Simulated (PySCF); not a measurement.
**perfluoroethane (C₂F₆): core binding energies at several levels of theory, part 1 of 2**

Aim: compute the core binding energies of perfluoroethane (C₂F₆) (`FC(F)(F)C(F)(F)F`) at several levels, and see how far they spread and what each costs.

The runs use PySCF 2.14.0, with density-fitted response routines of our own; the level of theory stands in each step. All values are computed, except where a source is named. Atoms count from 0, in the outputs and in this text.

**1. The starting structure**

8 atoms, charge 0, multiplicity 1; geometry from: GFN2-xTB. The atoms were then displaced at random by about 0.01 Å, so the start is not that level's minimum.

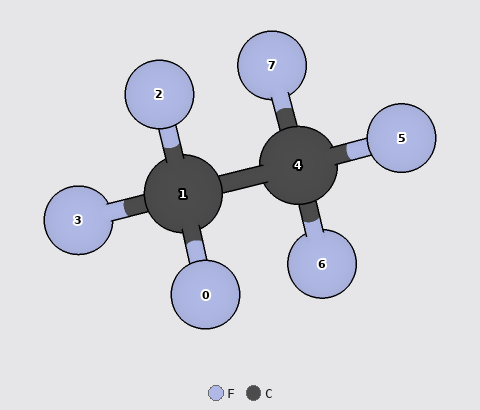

As it starts; fluorine light blue, carbon dark grey, atoms numbered.

**2. Optimising the geometry at PBE0-D3(BJ)/def2-SVP**

Job settings and geometry (Å):

```
{"job": {"xc": "PBE0", "basis": "def2-SVP", "d3": "d3bj", "grid": 1, "shake": 0.01, "kind": "geom"}, "charge": 0, "multiplicity": 1}
F      1.419820    -0.317880    -1.027570
C      0.762510    -0.073700     0.112620
F      1.240060     1.036530     0.647360
F      1.049880    -1.081030     0.931630
C     -0.768570     0.065980    -0.132890
F     -1.024350     1.089550    -0.945340
F     -1.246850    -1.039790    -0.659910
F     -1.377370     0.301190     1.021650
```

On the command line:

```bash
> OMP_NUM_THREADS=1 python probes_run.py task.json out
```

The driver reads the jobs from task.json and runs them one after another.

What it wrote:

```text
step   0  E = -674.12231846  max force = 0.018011
step   1  E = -674.11625716  max force = 0.023251
step   2  E = -674.12192522  max force = 0.011286
step   3  E = -674.12357866  max force = 0.007060
step   4  E = -674.12387435  max force = 0.003100
step   5  E = -674.12389936  max force = 0.000921
step   6  E = -674.12390502  max force = 0.000357
optimisation converged
```

Wall time 56 s (1 thread of Arm Neoverse N1, shared host); peak memory 0.47 GiB.

Along the way: (the energy doesn't fall at every step)

```tsv
step	energy from step 0 (eV)	largest force component (eV/Å)
0	0.0000	0.9262
1	0.1649	1.1956
2	0.0107	0.5803
3	-0.0343	0.3630
4	-0.0423	0.1594
5	-0.0430	0.0474
6	-0.0432	0.0184
```

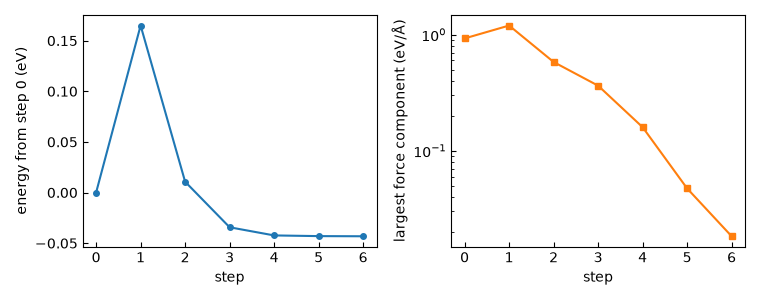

Energy and largest force along the relaxation.

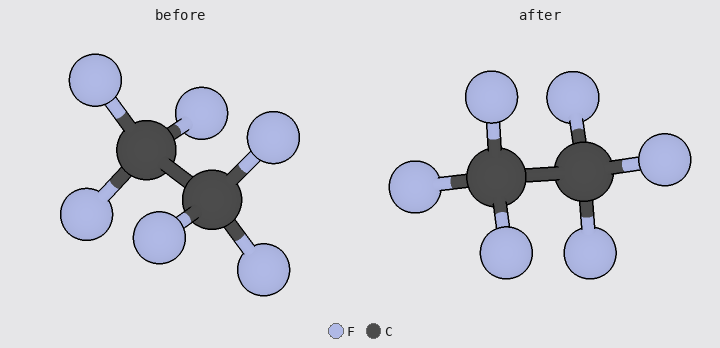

The geometry before (left) and after (right).

Close pairs (by a distance rule), those that changed most:

```tsv
bond	before (Å)	after (Å)	change (Å)
C1–C4	1.557	1.542	-0.015
F0–C1	1.339	1.324	-0.014
C4–F6	1.315	1.324	+0.009
C4–F5	1.332	1.324	-0.008
C1–F3	1.330	1.324	-0.006
C4–F7	1.326	1.324	-0.003
C1–F2	1.322	1.324	+0.002
```

The next job starts from the end point, and lists it.

```tsv
at the end point	value
point group (found at 0.08 Å tolerance)	D3d
rotational constants (GHz, main isotopes)	2.856, 1.859, 1.858
dipole moment (D)	0.00
```

**3. Core holes by ΔSCF: SCAN, X2C**

Job settings and geometry (Å):

```
{"job": {"kind": "xps"}, "charge": 0, "multiplicity": 1}
F      0.813432    -0.269314     1.515507
C     -0.075950     0.283352     0.705126
F      0.109619     1.593830     0.684633
F     -1.293889     0.022297     1.153277
C      0.089054    -0.288380    -0.717743
F      1.296357     0.000174    -1.177329
F     -0.064707    -1.602776    -0.691097
F     -0.819771     0.239680    -1.522119
```

With the program's defaults for keys left out, this is: delta-SCF UKS SCAN, pcX-2 on the ionised atom, pcseg-1 elsewhere, spin-free X2C.

What it wrote:

```text
ground state, core basis on atom 0 (F), 143 functions
  cycle   1  E = -675.38360629  |g| = 1.14e+00
  cycle   2  E = -674.87680301  |g| = 2.16e+00
  cycle   3  E = -675.59082614  |g| = 4.57e-02
  cycle   4  E = -675.59109815  |g| = 2.89e-02
  cycle   5  E = -675.59118790  |g| = 1.49e-02
  cycle   6  E = -675.59122095  |g| = 1.60e-03
  cycle   7  E = -675.59122032  |g| = 8.85e-04
  cycle   8  E = -675.59121859  |g| = 2.01e-04
  E(ground) = -675.57868887 Eh
hole in F 1s of atom 0
  cycle   1  E = -649.16164961  |g| = 2.58e+00
  cycle   2  E = -648.92282799  |g| = 2.25e+00
  cycle   3  E = -649.90757713  |g| = 6.33e-01
  cycle   4  E = -649.97254680  |g| = 4.48e-01
  cycle   5  E = -650.03538616  |g| = 4.21e-02
  cycle   6  E = -650.03581219  |g| = 2.27e-02
  cycle   7  E = -650.03597471  |g| = 8.00e-03
  cycle   8  E = -650.03599385  |g| = 1.82e-03
  cycle   9  E = -650.03599367  |g| = 8.86e-04
  cycle  10  E = -650.03599398  |g| = 3.20e-04
  E(ion) = -650.03101730 Eh   <S^2> = 0.7569   hole on atom = 1.000   binding energy = 695.188 eV
ground state, core basis on atom 1 (C), 143 functions
  cycle   1  E = -675.56071036  |g| = 1.15e-01
  cycle   2  E = -675.55782246  |g| = 1.68e-01
  cycle   3  E = -675.56215559  |g| = 1.76e-02
  cycle   4  E = -675.56219405  |g| = 8.41e-03
  cycle   5  E = -675.56220436  |g| = 1.14e-03
  cycle   6  E = -675.56220472  |g| = 3.69e-04
  E(ground) = -675.54649318 Eh
hole in C 1s of atom 1
  cycle   1  E = -664.02250551  |g| = 1.50e+00
  cycle   2  E = -661.65994755  |g| = 2.80e+00
  cycle   3  E = -664.41877152  |g| = 6.15e-01
  cycle   4  E = -664.50306763  |g| = 3.58e-01
  cycle   5  E = -664.53987039  |g| = 1.05e-01
  cycle   6  E = -664.54299761  |g| = 4.47e-02
  cycle   7  E = -664.54355707  |g| = 1.85e-02
  cycle   8  E = -664.54368023  |g| = 4.86e-03
  cycle   9  E = -664.54369272  |g| = 2.15e-03
  cycle  10  E = -664.54369496  |g| = 1.39e-03
  cycle  11  E = -664.54369645  |g| = 5.37e-04
  cycle  12  E = -664.54369556  |g| = 2.50e-04
  E(ion) = -664.53274119 Eh   <S^2> = 0.7716   hole on atom = 1.000   binding energy = 299.699 eV
```

It took 20 s on 1 thread of Arm Neoverse N1, shared host; peak memory 0.47 GiB.

Binding energies by hole, beside the orbital energy of the ground state; the difference holds orbital relaxation and, for a density functional, its self-interaction error:

```tsv
hole	stands for	environment	ΔSCF (eV)	−ε (eV)	⟨S²⟩
F1s on F0	F0, F2, F3, F5, F6, F7	fluorine of a CF3 group	695.19	668.8	0.757
C1s on C1	C1, C4	CF3 carbon	299.70	281.6	0.772
```

Each hole run stands for the others of its class of like atoms.

**4. X-ray photoelectron lines: B3LYP, X2C**

Settings changed since step 3:

```diff
@@ -1,2 +1,2 @@
-{"job": {"kind": "xps"}, "charge": 0, "multiplicity": 1}
+{"job": {"kind": "xps", "xc": "B3LYP"}, "charge": 0, "multiplicity": 1}
 F      0.813432    -0.269314     1.515507
```

Method: delta-SCF UKS B3LYP, pcX-2 on the ionised atom, pcseg-1 elsewhere, spin-free X2C.

What it wrote:

```text
ground state, core basis on atom 0 (F), 143 functions
  cycle   1  E = -675.49694708  |g| = 1.20e+00
  cycle   2  E = -675.09374189  |g| = 2.04e+00
  cycle   3  E = -675.73950534  |g| = 4.35e-02
  cycle   4  E = -675.73973229  |g| = 2.37e-02
  cycle   5  E = -675.73979942  |g| = 8.94e-03
  cycle   6  E = -675.73981107  |g| = 2.13e-03
  cycle   7  E = -675.73981247  |g| = 2.14e-04
  E(ground) = -675.73973963 Eh
hole in F 1s of atom 0
  cycle   1  E = -649.32283358  |g| = 2.60e+00
  cycle   2  E = -649.25381567  |g| = 2.17e+00
  cycle   3  E = -650.14108947  |g| = 4.60e-01
  cycle   4  E = -650.16539147  |g| = 3.47e-01
  cycle   5  E = -650.20300462  |g| = 2.40e-02
  cycle   6  E = -650.20315782  |g| = 1.09e-02
  cycle   7  E = -650.20319678  |g| = 3.46e-03
  cycle   8  E = -650.20320075  |g| = 5.24e-04
  cycle   9  E = -650.20320053  |g| = 2.12e-04
  E(ion) = -650.20312982 Eh   <S^2> = 0.7548   hole on atom = 1.000   binding energy = 694.887 eV
ground state, core basis on atom 1 (C), 143 functions
  cycle   1  E = -675.70253525  |g| = 9.32e-02
  cycle   2  E = -675.70115465  |g| = 1.27e-01
  cycle   3  E = -675.70361711  |g| = 8.66e-03
  cycle   4  E = -675.70362558  |g| = 4.71e-03
  cycle   5  E = -675.70362949  |g| = 4.48e-04
  E(ground) = -675.70335157 Eh
hole in C 1s of atom 1
  cycle   1  E = -664.16848825  |g| = 1.51e+00
  cycle   2  E = -663.13024437  |g| = 2.28e+00
  cycle   3  E = -664.61752723  |g| = 4.70e-01
  cycle   4  E = -664.67439457  |g| = 1.93e-01
  cycle   5  E = -664.68541087  |g| = 3.93e-02
  cycle   6  E = -664.68587460  |g| = 1.61e-02
  cycle   7  E = -664.68596250  |g| = 2.77e-03
  cycle   8  E = -664.68596758  |g| = 1.10e-03
  cycle   9  E = -664.68596857  |g| = 2.83e-04
  E(ion) = -664.68572230 Eh   <S^2> = 0.7614   hole on atom = 1.000   binding energy = 299.805 eV
```

Run time: 25 s. Hardware: 1 thread of Arm Neoverse N1, shared host; peak memory 0.53 GiB.

Binding energies by hole, beside the orbital energy of the ground state; the difference holds orbital relaxation and, for a density functional, its self-interaction error:

```tsv
hole	stands for	environment	ΔSCF (eV)	−ε (eV)	⟨S²⟩
F1s on F0	F0, F2, F3, F5, F6, F7	fluorine of a CF3 group	694.89	674.1	0.755
C1s on C1	C1, C4	CF3 carbon	299.80	285.0	0.761
```

Each hole run stands for the others of its class of like atoms.

**5. X-ray photoelectron lines: PBE0, X2C**

Settings changed since step 4:

```diff
@@ -1,2 +1,2 @@
-{"job": {"kind": "xps", "xc": "B3LYP"}, "charge": 0, "multiplicity": 1}
+{"job": {"kind": "xps", "xc": "PBE0"}, "charge": 0, "multiplicity": 1}
 F      0.813432    -0.269314     1.515507
```

Method: delta-SCF UKS PBE0, pcX-2 on the ionised atom, pcseg-1 elsewhere, spin-free X2C.

What it wrote:

```text
ground state, core basis on atom 0 (F), 143 functions
  cycle   1  E = -674.86284657  |g| = 1.15e+00
  cycle   2  E = -674.57412350  |g| = 1.82e+00
  cycle   3  E = -675.09035315  |g| = 5.05e-02
  cycle   4  E = -675.09068844  |g| = 2.21e-02
  cycle   5  E = -675.09075747  |g| = 5.79e-03
  cycle   6  E = -675.09076195  |g| = 2.10e-03
  cycle   7  E = -675.09076244  |g| = 2.16e-04
  E(ground) = -675.09062847 Eh
hole in F 1s of atom 0
  cycle   1  E = -648.69155904  |g| = 2.59e+00
  cycle   2  E = -648.73209934  |g| = 2.05e+00
  cycle   3  E = -649.52639427  |g| = 4.09e-01
  cycle   4  E = -649.54728552  |g| = 2.96e-01
  cycle   5  E = -649.57480590  |g| = 2.09e-02
  cycle   6  E = -649.57492712  |g| = 8.80e-03
  cycle   7  E = -649.57495283  |g| = 2.89e-03
  cycle   8  E = -649.57495558  |g| = 4.96e-04
  E(ion) = -649.57481028 Eh   <S^2> = 0.7554   hole on atom = 1.000   binding energy = 694.321 eV
ground state, core basis on atom 1 (C), 143 functions
  cycle   1  E = -675.05432327  |g| = 1.10e-01
  cycle   2  E = -675.05298785  |g| = 1.32e-01
  cycle   3  E = -675.05564360  |g| = 1.31e-02
  cycle   4  E = -675.05566807  |g| = 4.49e-03
  cycle   5  E = -675.05567216  |g| = 2.84e-04
  E(ground) = -675.05533713 Eh
hole in C 1s of atom 1
  cycle   1  E = -663.54397779  |g| = 1.51e+00
  cycle   2  E = -662.72338772  |g| = 2.11e+00
  cycle   3  E = -663.99540252  |g| = 4.53e-01
  cycle   4  E = -664.05069323  |g| = 1.64e-01
  cycle   5  E = -664.05874843  |g| = 3.34e-02
  cycle   6  E = -664.05909699  |g| = 1.36e-02
  cycle   7  E = -664.05916225  |g| = 2.78e-03
  cycle   8  E = -664.05916886  |g| = 1.26e-03
  cycle   9  E = -664.05917080  |g| = 2.99e-04
  E(ion) = -664.05886649 Eh   <S^2> = 0.7655   hole on atom = 1.000   binding energy = 299.229 eV
```

Wall time 24 s (1 thread of Arm Neoverse N1, shared host); peak memory 0.53 GiB.

Binding energies by hole, beside the orbital energy of the ground state; the difference holds orbital relaxation and, for a density functional, its self-interaction error:

```tsv
hole	stands for	environment	ΔSCF (eV)	−ε (eV)	⟨S²⟩
F1s on F0	F0, F2, F3, F5, F6, F7	fluorine of a CF3 group	694.32	676.6	0.755
C1s on C1	C1, C4	CF3 carbon	299.23	286.3	0.765
```

Each hole run stands for the others of its class of like atoms.

**6. Core holes by ΔSCF: PBE, X2C**

Settings changed since step 5:

```diff
@@ -1,2 +1,2 @@
-{"job": {"kind": "xps", "xc": "PBE0"}, "charge": 0, "multiplicity": 1}
+{"job": {"kind": "xps", "xc": "PBE"}, "charge": 0, "multiplicity": 1}
 F      0.813432    -0.269314     1.515507
```

Level: delta-SCF UKS PBE, pcX-2 on the ionised atom, pcseg-1 elsewhere, spin-free X2C.

What it wrote:

```text
ground state, core basis on atom 0 (F), 143 functions
  cycle   1  E = -674.90901938  |g| = 1.10e+00
  cycle   2  E = -674.26116749  |g| = 2.34e+00
  cycle   3  E = -675.10794193  |g| = 4.43e-02
  cycle   4  E = -675.10807447  |g| = 3.67e-02
  cycle   5  E = -675.10824160  |g| = 1.58e-02
  cycle   6  E = -675.10827837  |g| = 1.19e-03
  cycle   7  E = -675.10827855  |g| = 5.73e-04
  cycle   8  E = -675.10827894  |g| = 1.68e-04
  E(ground) = -675.10810536 Eh
hole in F 1s of atom 0
  cycle   1  E = -648.72282899  |g| = 2.61e+00
  cycle   2  E = -648.19329353  |g| = 2.52e+00
  cycle   3  E = -649.41970336  |g| = 7.59e-01
  cycle   4  E = -649.50807721  |g| = 5.70e-01
  cycle   5  E = -649.60933942  |g| = 5.56e-02
  cycle   6  E = -649.61006588  |g| = 3.11e-02
  cycle   7  E = -649.61038668  |g| = 9.98e-03
  cycle   8  E = -649.61041976  |g| = 1.79e-03
  cycle   9  E = -649.61042031  |g| = 7.07e-04
  cycle  10  E = -649.61042116  |g| = 2.19e-04
  E(ion) = -649.61022790 Eh   <S^2> = 0.7544   hole on atom = 1.000   binding energy = 693.833 eV
ground state, core basis on atom 1 (C), 143 functions
  cycle   1  E = -675.07119827  |g| = 1.21e-01
  cycle   2  E = -675.06749898  |g| = 1.81e-01
  cycle   3  E = -675.07256979  |g| = 2.47e-02
  cycle   4  E = -675.07264459  |g| = 1.13e-02
  cycle   5  E = -675.07266637  |g| = 9.47e-04
  cycle   6  E = -675.07266815  |g| = 4.16e-04
  E(ground) = -675.07224536 Eh
hole in C 1s of atom 1
  cycle   1  E = -663.59294378  |g| = 1.52e+00
  cycle   2  E = -660.30559282  |g| = 3.23e+00
  cycle   3  E = -663.96894826  |g| = 6.50e-01
  cycle   4  E = -664.04481798  |g| = 4.64e-01
  cycle   5  E = -664.10650737  |g| = 1.17e-01
  cycle   6  E = -664.11081979  |g| = 4.02e-02
  cycle   7  E = -664.11126213  |g| = 1.84e-02
  cycle   8  E = -664.11137787  |g| = 2.47e-03
  cycle   9  E = -664.11137882  |g| = 1.65e-03
  cycle  10  E = -664.11137829  |g| = 5.43e-04
  cycle  11  E = -664.11137931  |g| = 1.14e-04
  E(ion) = -664.11099332 Eh   <S^2> = 0.7619   hole on atom = 1.000   binding energy = 298.271 eV
```

It took 13 s on 1 thread of Arm Neoverse N1, shared host; peak memory 0.53 GiB.

The holes in one table. −ε is the ground-state orbital energy:

```tsv
hole	stands for	environment	ΔSCF (eV)	−ε (eV)	⟨S²⟩
F1s on F0	F0, F2, F3, F5, F6, F7	fluorine of a CF3 group	693.83	662.3	0.754
C1s on C1	C1, C4	CF3 carbon	298.27	276.5	0.762
```

Each hole run stands for the others of its class of like atoms.

(Continued in part 2 of 2.)
